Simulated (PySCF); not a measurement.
# C₉H₈: excited states

Wanted: excited states for C₉H₈ (`C#CC#CCC(=C)C=C`).

Programs: PySCF 2.14.0, with routines of our own; each step states its level. All values are computed. Atoms count from 0.

## 1. The system as given

17 atoms, charge 0, multiplicity 1; geometry from: GFN2-xTB.

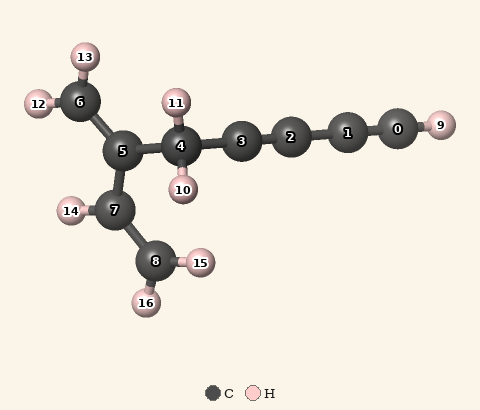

The starting geometry (carbon dark grey, hydrogen pink).

## 2. Excited states: TDA B3LYP/def2-SVPD

The job: settings as JSON, then the geometry in Å.

```
{"job": {"kind": "states", "xc": "B3LYP", "basis": "def2-SVPD", "tda": true, "soc": true, "nstates": 5, "ntriplets": 5, "nquad": 4}, "charge": 0, "multiplicity": 1}
C      1.894748    -4.043750     0.059620
C      1.591389    -2.893104     0.244525
C      1.246638    -1.595240     0.453026
C      0.948108    -0.444758     0.661312
C      0.571970     0.936631     0.865939
C     -0.258926     1.439887    -0.292864
C      0.228584     2.350330    -1.133602
C     -1.598106     0.899314    -0.474647
C     -2.165887    -0.047476     0.263221
H      2.159968    -5.044660    -0.102200
H      0.003211     1.022619     1.797921
H      1.478290     1.542027     0.959117
H     -0.347865     2.715722    -1.966985
H      1.218542     2.760507    -1.024725
H     -2.149705     1.332935    -1.299631
H     -1.663301    -0.526933     1.085674
H     -3.164656    -0.392021     0.055887
```

Method: TDA B3LYP/def2-SVPD excited states, vertical, gas phase, spin-orbit mean-field couplings.

On the command line:

```console
> OMP_NUM_THREADS=1 python excited_run.py task.json out
```

This one command runs all jobs of the session in turn.

The log of the run:

```text
coarse grid: 14736 points
cycle   1  E = -347.2270813951  dE =  1.248e+00  |g| = 4.624e-01  |ddm| = 2.981e+01
cycle   2  E = -347.2302651591  dE = -3.184e-03  |g| = 4.483e-01  |ddm| = 6.919e+00
cycle   3  E = -347.2816074203  dE = -5.134e-02  |g| = 1.565e-01  |ddm| = 2.290e+00
cycle   4  E = -347.2871423894  dE = -5.535e-03  |g| = 5.507e-02  |ddm| = 3.917e-01
cycle   5  E = -347.2878966153  dE = -7.542e-04  |g| = 1.210e-02  |ddm| = 1.803e-01
cycle   6  E = -347.2879185378  dE = -2.192e-05  |g| = 7.877e-03  |ddm| = 8.016e-02
cycle   7  E = -347.2879353784  dE = -1.684e-05  |g| = 1.492e-03  |ddm| = 2.079e-02
cycle   8  E = -347.2879360354  dE = -6.570e-07  |g| = 2.252e-04  |ddm| = 8.645e-03
final grid: 143848 points
cycle   9  E = -347.3656301555  dE = -6.320e-05  |g| = 5.070e-03  |ddm| = 4.529e-01
cycle  10  E = -347.3656295246  dE =  6.308e-07  |g| = 5.330e-03  |ddm| = 5.410e-02
cycle  11  E = -347.3656372802  dE = -7.756e-06  |g| = 9.892e-04  |ddm| = 1.891e-02
cycle  12  E = -347.3656375119  dE = -2.317e-07  |g| = 3.733e-04  |ddm| = 3.495e-03
cycle  13  E = -347.3656375413  dE = -2.941e-08  |g| = 1.812e-04  |ddm| = 1.348e-03
cycle  14  E = -347.3656375498  dE = -8.499e-09  |g| = 5.606e-05  |ddm| = 6.344e-04
cycle  15  E = -347.3656375507  dE = -8.388e-10  |g| = 1.126e-05  |ddm| = 2.550e-04
converged SCF energy = -347.3656375507

Singlet excitations
state   eV       nm        f     d(h-e)  d(exc)  Lambda  PR(NTO)  |dmu|/D   mu/D   main configurations
  1   4.6418   267.1   0.00095   0.831   3.578   0.612   1.170    2.833    1.874   H-2->L 0.35, H-2->L+2 0.21, H->L 0.20
  2   4.7601   260.5   0.00579   1.059   3.686   0.558   1.799    3.610    2.643   H-1->L 0.52, H-2->L+1 0.20, H->L+1 0.14
  3   4.8399   256.2   0.00011   0.058   3.107   0.548   1.189    0.149    1.012   H-1->L+1 0.90
  4   5.1064   242.8   0.01041   2.395   4.303   0.619   1.416    8.378    7.419   H-1->L 0.39, H-1->L+2 0.38, H->L+1 0.08
  5   5.1624   240.2   0.00323   2.530   4.447   0.584   1.067                     H-2->L+2 0.31, H-2->L 0.30, H->L+2 0.27

Triplet excitations (Tamm-Dancoff)
state   eV     d(h-e)  d(exc)  Lambda  PR(NTO)   main configurations
  1   3.2735   0.046   2.676   0.746   1.060   H->L 0.75, H-2->L 0.15
  2   3.8423   0.057   2.856   0.682   2.037   H-1->L+2 0.39, H-2->L+1 0.28, H-1->L 0.15
  3   4.1968   0.095   2.971   0.603   2.020   H-1->L+1 0.23, H-2->L+2 0.15, H-2->L+1 0.13
  4   4.1978   0.091   2.968   0.629   1.979   H-2->L+1 0.25, H-1->L+1 0.16, H-1->L+2 0.14
  5   4.6913   0.417   3.302   0.566   2.000   H-1->L+1 0.56, H-2->L 0.22, H-2->L+2 0.08
S1 - T1 = 1.3683 eV

Spin-orbit couplings |<S|Hso|T>| (cm-1)
             T1       T2       T3       T4       T5
S0        0.389    0.541    0.766    0.219    0.997
S1        0.214    2.734    7.642    7.481    0.062
S2        1.159    0.976   16.453   14.139    0.283
S3        0.109    0.966   12.591   16.190    0.310
S4        0.610    0.772   10.322    5.219    5.987
S5        0.456    0.838    3.446    7.453    1.578
T1 sublevels (cm-1): 0.000 0.000 0.000   radiative rates (1/s): 0.0387 2.91e-05 0.000391
```

Wall time 56 s (1 thread of Arm Neoverse V1, shared host); peak memory 0.91 GiB.

From this job:

```csv
quantity,value
S1 less T1,1.37 eV
```

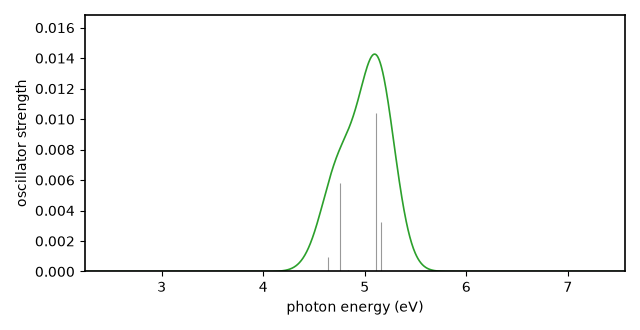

Absorption lines of the singlets. Lines are broadened to a width of 0.40 eV (Gaussian).

## 3. Excited states: TDA LC-wPBE/def2-SVPD

Settings changed since step 2:

```diff
@@ -1,2 +1,2 @@
-{"job": {"kind": "states", "xc": "B3LYP", "basis": "def2-SVPD", "tda": true, "soc": true, "nstates": 5, "ntriplets": 5, "nquad": 4}, "charge": 0, "multiplicity": 1}
+{"job": {"kind": "states", "xc": "LC-wPBE", "basis": "def2-SVPD", "tda": true, "soc": true, "nstates": 2, "ntriplets": 5, "nquad": 4, "frozen_core": false, "scf": {"conv": 1e-11}}, "charge": 0, "multiplicity": 1}
 C      1.894748    -4.043750     0.059620
```

With the program's defaults for keys left out, this is: TDA LC-wPBE/def2-SVPD excited states, vertical, gas phase, spin-orbit mean-field couplings.

The log of the run:

```text
final grid: 143848 points
cycle   1  E = -347.0430721537  dE =  1.800e+00  |g| = 3.461e-01  |ddm| = 2.049e+01
cycle   2  E = -347.0780784478  dE = -3.501e-02  |g| = 1.841e-01  |ddm| = 4.633e+00
cycle   3  E = -347.0843992898  dE = -6.321e-03  |g| = 1.053e-01  |ddm| = 1.144e+00
cycle   4  E = -347.0871590526  dE = -2.760e-03  |g| = 2.974e-02  |ddm| = 5.635e-01
cycle   5  E = -347.0873794462  dE = -2.204e-04  |g| = 7.245e-03  |ddm| = 2.047e-01
cycle   6  E = -347.0873943971  dE = -1.495e-05  |g| = 3.215e-03  |ddm| = 5.097e-02
cycle   7  E = -347.0873976242  dE = -3.227e-06  |g| = 9.175e-04  |ddm| = 1.860e-02
cycle   8  E = -347.0873979941  dE = -3.699e-07  |g| = 3.352e-04  |ddm| = 7.097e-03
cycle   9  E = -347.0873980335  dE = -3.946e-08  |g| = 1.045e-04  |ddm| = 2.046e-03
cycle  10  E = -347.0873980378  dE = -4.248e-09  |g| = 2.885e-05  |ddm| = 6.943e-04
cycle  11  E = -347.0873980383  dE = -5.150e-10  |g| = 1.034e-05  |ddm| = 1.924e-04
cycle  12  E = -347.0873980384  dE = -1.329e-10  |g| = 5.061e-06  |ddm| = 6.727e-05
cycle  13  E = -347.0873980384  dE = -3.479e-11  |g| = 2.353e-06  |ddm| = 4.948e-05
cycle  14  E = -347.0873980385  dE = -1.000e-11  |g| = 1.239e-06  |ddm| = 1.811e-05
cycle  15  E = -347.0873980385  dE = -2.046e-12  |g| = 6.135e-07  |ddm| = 7.027e-06
converged SCF energy = -347.0873980385

Singlet excitations
state   eV       nm        f     d(h-e)  d(exc)  Lambda  PR(NTO)  |dmu|/D   mu/D   main configurations
  1   4.9421   250.9   0.00005   0.040   2.703   0.561   1.984    0.265    1.235   H-1->L+1 0.34, H-2->L+2 0.32, H-2->L 0.11
  2   5.1749   239.6   0.00060   0.052   2.736   0.672   2.089    0.341    1.314   H-1->L+2 0.35, H-2->L+1 0.34, H-1->L 0.13

Triplet excitations (Tamm-Dancoff)
state   eV     d(h-e)  d(exc)  Lambda  PR(NTO)   main configurations
  1   3.2231   0.017   2.417   0.707   1.163   H->L 0.66, H-2->L 0.13, H->L+2 0.09
  2   3.8611   0.007   2.529   0.666   2.233   H-1->L+2 0.35, H-2->L+1 0.32, H-1->L 0.10
  3   4.3216   0.021   2.597   0.636   2.172   H-2->L+1 0.26, H-1->L+2 0.25, H-1->L+1 0.11
  4   4.3223   0.021   2.597   0.584   2.157   H-1->L+1 0.31, H-2->L+2 0.21, H-2->L+1 0.12
  5   4.8951   0.024   2.039   0.660   1.967   H-3->L 0.44, H->L+9 0.21
S1 - T1 = 1.7189 eV

Spin-orbit couplings |<S|Hso|T>| (cm-1)
             T1       T2       T3       T4       T5
S0        0.278    0.372    0.455    0.102    0.414
S1        0.063    1.349    2.748    1.615    0.134
S2        0.322    0.547   10.923   23.908    0.273
T1 sublevels (cm-1): 0.000 0.000 0.000   radiative rates (1/s): 4.63e-05 1.32e-05 0.000222
```

Run time: 99 s. Hardware: 1 thread of Arm Neoverse V1, shared host; peak memory 1.1 GiB.

Key values:

```csv
quantity,value
S1 less T1,1.72 eV
```

## 4. Excited states: TDA B3LYP/6-31G*

Settings changed since step 3:

```diff
@@ -1,2 +1,2 @@
-{"job": {"kind": "states", "xc": "LC-wPBE", "basis": "def2-SVPD", "tda": true, "soc": true, "nstates": 2, "ntriplets": 5, "nquad": 4, "frozen_core": false, "scf": {"conv": 1e-11}}, "charge": 0, "multiplicity": 1}
+{"job": {"kind": "states", "xc": "B3LYP", "basis": "6-31G*", "tda": true, "soc": true, "nstates": 5, "ntriplets": 5, "nquad": 4, "grid": 3}, "charge": 0, "multiplicity": 1}
 C      1.894748    -4.043750     0.059620
```

With the program's defaults for keys left out, this is: TDA B3LYP/6-31G* excited states, vertical, gas phase, spin-orbit mean-field couplings.

The log of the run:

```text
coarse grid: 14736 points
cycle   1  E = -347.5874025945  dE =  1.342e+00  |g| = 5.014e-01  |ddm| = 9.069e+00
cycle   2  E = -347.5991782028  dE = -1.178e-02  |g| = 4.580e-01  |ddm| = 1.595e+00
cycle   3  E = -347.6510045180  dE = -5.183e-02  |g| = 1.730e-01  |ddm| = 8.491e-01
cycle   4  E = -347.6582134824  dE = -7.209e-03  |g| = 4.625e-02  |ddm| = 2.176e-01
cycle   5  E = -347.6587426472  dE = -5.292e-04  |g| = 1.211e-02  |ddm| = 6.450e-02
cycle   6  E = -347.6587637775  dE = -2.113e-05  |g| = 8.216e-03  |ddm| = 2.631e-02
cycle   7  E = -347.6587824888  dE = -1.871e-05  |g| = 1.208e-03  |ddm| = 1.088e-02
cycle   8  E = -347.6587829063  dE = -4.174e-07  |g| = 2.183e-04  |ddm| = 3.488e-03
final grid: 205528 points
cycle   9  E = -347.5898882396  dE = -3.215e-05  |g| = 5.869e-03  |ddm| = 1.047e-01
cycle  10  E = -347.5898887105  dE = -4.709e-07  |g| = 5.826e-03  |ddm| = 1.665e-02
cycle  11  E = -347.5898979400  dE = -9.229e-06  |g| = 9.930e-04  |ddm| = 9.351e-03
cycle  12  E = -347.5898981738  dE = -2.338e-07  |g| = 3.594e-04  |ddm| = 1.619e-03
cycle  13  E = -347.5898982020  dE = -2.818e-08  |g| = 1.443e-04  |ddm| = 6.244e-04
cycle  14  E = -347.5898982069  dE = -4.975e-09  |g| = 4.822e-05  |ddm| = 2.011e-04
cycle  15  E = -347.5898982075  dE = -5.941e-10  |g| = 1.338e-05  |ddm| = 7.098e-05
converged SCF energy = -347.5898982075

Singlet excitations
state   eV       nm        f     d(h-e)  d(exc)  Lambda  PR(NTO)  |dmu|/D   mu/D   main configurations
  1   4.7070   263.4   0.00053   0.732   3.393   0.637   1.263    2.510    1.631   H-2->L 0.30, H->L 0.20, H-2->L+2 0.20
  2   4.8381   256.3   0.00589   0.941   3.511   0.566   1.853    3.232    2.341   H-1->L 0.48, H-2->L+1 0.20, H->L+1 0.16
  3   4.9034   252.9   0.00013   0.150   3.033   0.571   1.280    0.471    0.513   H-1->L+1 0.85
  4   5.2197   237.5   0.01169   2.647   4.314   0.615   1.354    9.352    8.472   H-1->L 0.43, H-1->L+2 0.39
  5   5.2814   234.8   0.00305   2.750   4.435   0.615   1.061                     H-2->L 0.30, H->L+2 0.28, H-2->L+2 0.28

Triplet excitations (Tamm-Dancoff)
state   eV     d(h-e)  d(exc)  Lambda  PR(NTO)   main configurations
  1   3.2976   0.040   2.578   0.751   1.065   H->L 0.71, H-2->L 0.18
  2   3.8453   0.091   2.772   0.668   2.046   H-1->L+2 0.37, H-2->L+1 0.25, H-1->L 0.16
  3   4.2220   0.123   2.871   0.640   2.029   H-2->L+1 0.24, H-1->L+2 0.21, H->L+1 0.16
  4   4.2231   0.129   2.874   0.608   1.993   H-1->L+1 0.28, H-2->L+2 0.18, H->L+2 0.12
  5   4.7442   0.400   3.167   0.593   2.005   H-1->L+1 0.54, H-2->L 0.19, H-2->L+2 0.08
S1 - T1 = 1.4094 eV

Spin-orbit couplings |<S|Hso|T>| (cm-1)
             T1       T2       T3       T4       T5
S0        0.298    0.547    0.749    0.273    0.879
S1        0.241    1.953    8.337    4.611    0.034
S2        1.084    0.782   12.328   18.556    0.385
S3        0.167    1.492   17.490   12.360    0.139
S4        0.742    0.860    7.203    8.084    5.417
S5        0.466    1.067    5.870    5.212    1.364
T1 sublevels (cm-1): 0.000 0.000 0.000   radiative rates (1/s): 0.0395 0.000107 0.000283
```

Run time: 27 s. Hardware: 1 thread of Arm Neoverse V1, shared host; peak memory 0.77 GiB.

Key values:

```csv
quantity,value
S1 less T1,1.41 eV
```

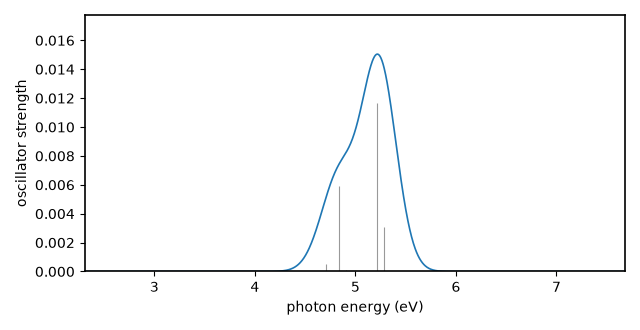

Absorption lines of the singlets. Lines are broadened to a width of 0.40 eV (Gaussian).

## 5. Excited states: TDA B3LYP/pcseg-1

Settings changed since step 4:

```diff
@@ -1,2 +1,2 @@
-{"job": {"kind": "states", "xc": "B3LYP", "basis": "6-31G*", "tda": true, "soc": true, "nstates": 5, "ntriplets": 5, "nquad": 4, "grid": 3}, "charge": 0, "multiplicity": 1}
+{"job": {"kind": "states", "xc": "B3LYP", "basis": "pcseg-1", "tda": true, "soc": true, "nstates": 20, "ntriplets": 5, "nquad": 4, "scf": {"damp": 0.3}}, "charge": 0, "multiplicity": 1}
 C      1.894748    -4.043750     0.059620
```

Method: TDA B3LYP/pcseg-1 excited states, vertical, gas phase, spin-orbit mean-field couplings.

The log of the run:

```text
damping 0.30 in the first 6 cycles
final grid: 143848 points
cycle   1  E = -347.4891180103  dE =  1.345e+00  |g| = 4.282e-01  |ddm| = 5.042e+00
cycle   2  E = -347.5319183479  dE = -4.280e-02  |g| = 1.860e-01  |ddm| = 7.448e-01
cycle   3  E = -347.5332027302  dE = -1.284e-03  |g| = 1.771e-01  |ddm| = 3.333e-01
cycle   4  E = -347.5247641379  dE =  8.439e-03  |g| = 2.542e-01  |ddm| = 3.776e-01
cycle   5  E = -347.5045402766  dE =  2.022e-02  |g| = 3.737e-01  |ddm| = 5.574e-01
cycle   6  E = -347.3058942803  dE =  1.986e-01  |g| = 9.468e-01  |ddm| = 1.177e+00
cycle   7  E = -346.4831863366  dE =  8.227e-01  |g| = 1.863e+00  |ddm| = 2.842e+00
cycle   8  E = -347.5393230452  dE = -1.056e+00  |g| = 8.863e-02  |ddm| = 2.161e+00
cycle   9  E = -347.5390887491  dE =  2.343e-04  |g| = 9.527e-02  |ddm| = 2.249e-01
cycle  10  E = -347.5413355084  dE = -2.247e-03  |g| = 2.504e-02  |ddm| = 1.102e-01
cycle  11  E = -347.5414688544  dE = -1.333e-04  |g| = 1.122e-02  |ddm| = 2.917e-02
cycle  12  E = -347.5414974162  dE = -2.856e-05  |g| = 3.878e-03  |ddm| = 1.249e-02
cycle  13  E = -347.5415017648  dE = -4.349e-06  |g| = 5.160e-04  |ddm| = 4.247e-03
cycle  14  E = -347.5415018242  dE = -5.938e-08  |g| = 2.759e-04  |ddm| = 8.831e-04
cycle  15  E = -347.5415018422  dE = -1.799e-08  |g| = 9.500e-05  |ddm| = 3.501e-04
cycle  16  E = -347.5415018446  dE = -2.359e-09  |g| = 2.073e-05  |ddm| = 1.254e-04
cycle  17  E = -347.5415018447  dE = -1.038e-10  |g| = 7.366e-06  |ddm| = 3.294e-05
converged SCF energy = -347.5415018447

Singlet excitations
state   eV       nm        f     d(h-e)  d(exc)  Lambda  PR(NTO)  |dmu|/D   mu/D   main configurations
  1   4.6813   264.8   0.00079   0.723   3.482   0.610   1.191    2.487    1.536   H-2->L 0.35, H-2->L+2 0.23, H->L 0.17
  2   4.8065   258.0   0.00528   0.901   3.569   0.574   1.851    3.107    2.140   H-1->L 0.48, H-2->L+1 0.22, H-1->L+2 0.14
  3   4.8805   254.0   0.00011   0.063   3.062   0.557   1.205    0.169    0.909   H-1->L+1 0.88
  4   5.1741   239.6   0.01094   2.593   4.357   0.615   1.359    9.202    8.240   H-1->L 0.43, H-1->L+2 0.38
  5   5.2291   237.1   0.00288   2.628   4.504   0.580   1.089                     H-2->L 0.34, H-2->L+2 0.29, H->L+2 0.27
  6   5.4285   228.4   0.03438   3.353   4.748   0.619   1.068                     H->L+2 0.34, H-2->L+2 0.34, H->L 0.20
  7   5.5061   225.2   0.01303   3.837   4.908   0.550   1.041                     H->L+1 0.64, H-2->L+1 0.27
  8   6.4159   193.2   0.73746   0.306   3.152   0.676   1.200                     H->L 0.45, H-2->L 0.18, H->L+2 0.17
  9   7.0089   176.9   0.04890   0.406   3.474   0.636   1.952                     H-3->L 0.42, H->L+3 0.35, H->L+4 0.12
 10   7.0776   175.2   0.01044   0.536   3.623   0.549   1.510                     H->L+3 0.55, H->L+4 0.19, H-3->L 0.19
 11   7.1729   172.9   0.01895   0.862   3.517   0.540   1.409                     H-4->L 0.58, H-6->L 0.10, H-5->L 0.09
 12   7.2149   171.8   0.00396   0.628   3.126   0.503   1.912                     H-5->L+2 0.23, H-5->L 0.21, H-4->L+1 0.17
 13   7.3651   168.3   0.00089   0.156   3.216   0.429   1.927                     H-4->L+1 0.35, H-3->L+1 0.23, H-5->L 0.19
 14   7.4090   167.3   0.09160   1.710   3.920   0.471   2.574                     H-1->L+3 0.50, H-5->L+1 0.12, H-4->L+2 0.08
 15   7.4634   166.1   0.01051   1.207   3.845   0.530   3.553                     H-1->L+3 0.38, H-5->L+1 0.16, H-4->L+2 0.13
 16   7.4651   166.1   0.01626   2.106   4.271   0.427   1.879                     H-2->L+3 0.51, H->L+5 0.26
 17   7.5668   163.9   0.01468   0.831   4.146   0.418   1.803                     H->L+5 0.46, H-2->L+3 0.36
 18   7.6722   161.6   0.19004   1.977   4.475   0.526   2.011                     H-3->L+2 0.35, H-3->L+1 0.15
 19   7.7546   159.9   0.01377   2.841   4.608   0.436   1.291                     H-3->L+1 0.49, H-4->L+1 0.16, H-3->L+2 0.12
 20   7.7642   159.7   0.01897   0.564   4.033   0.444   1.542                     H->L+6 0.44, H->L+7 0.25

Triplet excitations (Tamm-Dancoff)
state   eV     d(h-e)  d(exc)  Lambda  PR(NTO)   main configurations
  1   3.2977   0.051   2.658   0.761   1.060   H->L 0.77, H-2->L 0.12
  2   3.8755   0.067   2.837   0.682   2.033   H-1->L+2 0.38, H-2->L+1 0.28, H-1->L 0.16
  3   4.2309   0.108   2.945   0.587   2.001   H-1->L+1 0.32, H-2->L+2 0.22, H-2->L 0.15
  4   4.2323   0.091   2.934   0.656   1.987   H-2->L+1 0.35, H-1->L+2 0.20, H-1->L 0.14
  5   4.7293   0.355   3.226   0.571   1.989   H-1->L+1 0.56, H-2->L 0.21, H-2->L+2 0.09
S1 - T1 = 1.3835 eV

Spin-orbit couplings |<S|Hso|T>| (cm-1)
             T1       T2       T3       T4       T5
S0        0.324    0.491    0.737    0.332    0.960
S1        0.319    2.150    5.814   10.516    0.034
S2        1.339    1.075   22.938   10.436    0.895
S3        0.147    1.787    8.976   21.909    0.243
S4        0.969    1.015   11.816    2.702    6.315
S5        0.743    1.352    1.881    8.348    1.560
S6        1.108    1.124    0.998    4.196    0.821
S7        1.347    0.424    3.777    1.078    2.211
S8        0.483    0.278    0.511    0.640    0.100
S9        0.627    0.618    0.683    0.656    0.513
S10       0.379    0.534    0.581    0.467    0.478
S11       0.915    0.156    0.530    0.509    0.467
S12       0.301    0.213    0.307    0.224    0.336
S13       0.159    0.299    0.402    1.085    0.527
S14       0.223    0.619    1.413    0.476    1.397
S15       0.366    0.289    0.429    0.115    0.757
S16       0.786    0.868    0.433    1.102    0.424
S17       1.387    0.344    0.225    0.600    0.303
S18       0.735    0.850    0.860    1.022    0.817
S19       0.329    0.779    0.787    0.844    1.643
S20       2.399    0.530    0.494    0.391    0.660
T1 sublevels (cm-1): 0.000 0.000 0.000   radiative rates (1/s): 0.0125 0.00875 0.024
```

It took 45 s on 1 thread of Arm Neoverse V1, shared host; peak memory 0.82 GiB.

In short:

```csv
quantity,value
S1 less T1,1.38 eV
```

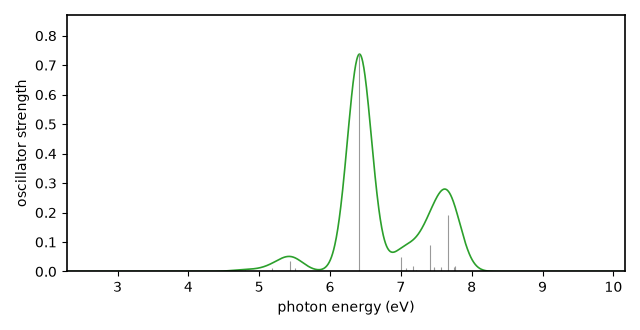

Absorption lines of the singlets. Lines are broadened to a width of 0.40 eV (Gaussian).

(Part 1 of 2 ends here.)
